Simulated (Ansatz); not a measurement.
# Lattice dynamics of AlCdBS4 (built on the sites of a database entry of Al2CdS4), part 3 of 3

Aim: the vibrations of AlCdBS4 (built on the sites of a database entry of Al2CdS4), their spectra, and whether the structure is stable.

Ansatz 0.2.0; DFT PBEsol, scalar-relativistic, plane waves, PAW.

So far. Step 4 (Relaxing to small forces for the phonons): The largest force component left is 0.28 meV/Å and the pressure is 0.000 GPa, within the tolerances set. The cell now holds 20.05 Å³/atom. The relaxed cell has a = 5.588, c = 8.989 Å (conventional setting).

The structure was built from a prototype and need not be the compound's stable phase.

### Step 5. Linear response at the zone centre (continued)

Transverse modes. Lines of the infrared spectrum (strongest = 100):

```
position (cm⁻¹)  label  relative intensity
             91      E                 7.5
            100      B                 1.6
            187      E                 7.0
            215      A                 0.0
            260      B                  11
            304      E                  17
            313      A                 0.0
            317      B                  15
            408      A                 0.0
            434      E                  81
            445      B                  23
            580      B                  33
            658      E                 100
```

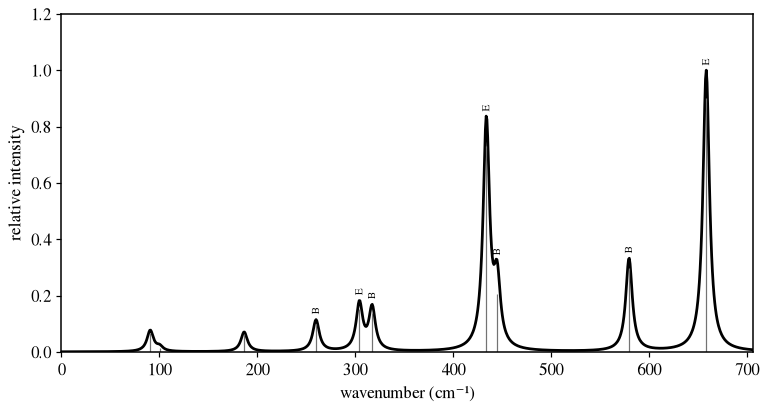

The infrared spectrum, broadened with Lorentzians of width 8 cm⁻¹; bars mark the lines.

Before it was imposed, the acoustic sum rule was missed by 4.3e-5 eV/Å² and the charge sum rule by 0.0038 e. Small misses are needed for a sound result but don't prove that mesh and cutoff are converged. The lowest optical mode is real, 90.8 cm⁻¹.

### Step 6. Another isotope, element B, natural mass 10.81 amu

An isotope changes the mass and not the force constants, so no new electronic calculation is needed; the shifts show which modes move this element.

The same force constants with the mass of B changed from 10.810 to 10.013 u (phonopy, no LO-TO term). Both lists are sorted by frequency; levels can cross, so a row need not hold one and the same mode. Modes under 3 cm⁻¹ are left out. Isotope shifts, by row:

```
    q  rank  natural mass (cm⁻¹)  changed mass (cm⁻¹)
0 0 0     4                90.81                90.89
0 0 0     5                90.81                90.89
0 0 0     6                100.4                100.5
0 0 0     7                186.7                186.9
0 0 0     8                186.7                186.9
0 0 0     9                214.6                214.6
0 0 0    10                260.1                260.4
0 0 0    11                304.4                304.9
0 0 0    12                304.4                304.9
0 0 0    13                312.8                312.8
0 0 0    14                317.4                317.8
0 0 0    15                407.8                407.8
0 0 0    16                  434                  434
0 0 0    17                  434                  434
0 0 0    18                  445                  445
0 0 0    19                579.7                599.5
0 0 0    20                658.5                680.6
0 0 0    21                658.5                680.6
```

A mode of this element alone would shift by +3.90 %. The highest zone-centre frequency without the field goes from 658.5 to 680.6 cm⁻¹ (+3.4 %). The product of the frequency ratios over all optical modes at Γ is 1.117; the product rule, (m/m′)^(3k/2) (M′/M)^(3/2) with k = 1 such atoms and M the mass of the cell, gives 1.117.

### Step 7. Isotope substitution, element Cd, natural mass 112.414 amu

The same for Cd, from 112.41 to 115.90 u.

The same force constants with the mass of Cd changed from 112.414 to 115.905 u (phonopy, no LO-TO term). Both lists are sorted by frequency; levels can cross, so a row need not hold one and the same mode. Modes under 3 cm⁻¹ are left out. Isotope shifts, by row:

```
    q  rank  natural mass (cm⁻¹)  changed mass (cm⁻¹)
0 0 0     4                90.81                90.34
0 0 0     5                90.81                90.34
0 0 0     6                100.4                99.61
0 0 0     7                186.7                186.2
0 0 0     8                186.7                186.2
0 0 0     9                214.6                214.6
0 0 0    10                260.1                  260
0 0 0    11                304.4                304.1
0 0 0    12                304.4                304.1
0 0 0    13                312.8                312.8
0 0 0    14                317.4                317.1
0 0 0    15                407.8                407.8
0 0 0    16                  434                  434
0 0 0    17                  434                  434
0 0 0    18                  445                  445
0 0 0    19                579.7                579.7
0 0 0    20                658.5                658.5
0 0 0    21                658.5                658.5
```

A mode of this element alone would shift by -1.52 %. The highest zone-centre frequency without the field goes from 658.5 to 658.5 cm⁻¹ (+0.0 %). The product of the frequency ratios over all optical modes at Γ is 0.973; the product rule, (m/m′)^(3k/2) (M′/M)^(3/2) with k = 1 such atoms and M the mass of the cell, gives 0.973.

### Step 8. Another isotope, element S, natural mass 32.06 amu

The same for S, from 32.06 to 33.97 u.

The same force constants with the mass of S changed from 32.060 to 33.968 u (phonopy, no LO-TO term). Both lists are sorted by frequency; levels can cross, so a row need not hold one and the same mode. Modes under 3 cm⁻¹ are left out. Isotope shifts, by row:

```
    q  rank  natural mass (cm⁻¹)  changed mass (cm⁻¹)
0 0 0     4                90.81                89.24
0 0 0     5                90.81                89.24
0 0 0     6                100.4                99.64
0 0 0     7                186.7                183.6
0 0 0     8                186.7                183.6
0 0 0     9                214.6                208.4
0 0 0    10                260.1                  254
0 0 0    11                304.4                298.4
0 0 0    12                304.4                298.4
0 0 0    13                312.8                303.9
0 0 0    14                317.4                310.3
0 0 0    15                407.8                396.2
0 0 0    16                  434                427.6
0 0 0    17                  434                427.6
0 0 0    18                  445                437.9
0 0 0    19                579.7                577.8
0 0 0    20                658.5                655.9
0 0 0    21                658.5                655.9
```

A mode of this element alone would shift by -2.85 %. The highest zone-centre frequency without the field goes from 658.5 to 655.9 cm⁻¹ (-0.4 %). The product of the frequency ratios over all optical modes at Γ is 0.736; the product rule, (m/m′)^(3k/2) (M′/M)^(3/2) with k = 4 such atoms and M the mass of the cell, gives 0.736.

### Step 9. What came out

| Quantity | Value |
| --- | --- |
| space group after relaxation (within 0.01 Å) | I-4 |
| volume per atom | 20.0 Å³ |
| gap on the k-mesh | 2.79 eV |
| highest optical mode at the zone centre (no LO-TO term) | 658 cm⁻¹ |
| top of the zone-centre spectrum with the field | 684 cm⁻¹ |
| lowest optical zone-centre mode | 90.8 cm⁻¹ |
| mean high-frequency dielectric constant | 5.70 |
| mean static dielectric constant | 8.75 |
| largest Born charge (third of the trace) | 2.69 e |
| imaginary modes at Γ (the only wavevector solved) | none |

The structure is stable against zone-centre distortions, since no mode there is imaginary; other wavevectors were not solved, so zone-boundary instabilities are untested. Without the field, the optical modes at Γ span 91 to 658 cm⁻¹. No dispersion was computed. The highest mode in this list at Γ, 658.5 cm⁻¹, is mostly motion of B (86 % of the kinetic energy). With the macroscopic field of the longitudinal modes the top of the zone-centre spectrum lies at 684 cm⁻¹, against 658 cm⁻¹ without it. Lattice motion raises the mean dielectric constant from 5.700 to 8.746. The strongest infrared line is at 658 cm⁻¹. The starting cell was built on a prototype and not taken from a measurement, so the phase need not exist. These are harmonic frequencies at zero temperature: anharmonic shifts, linewidths and thermal expansion are left out.

[Logs are printed without paths, hosts, clocks, repeated set-up lines and the standing remarks that a program may print on its own settings, such as how far it seeks lower states.]

[Hosts, paths, dates, database ids (printed as entryN), source tags and the programs' standing remarks are cut or masked in the printed files.]
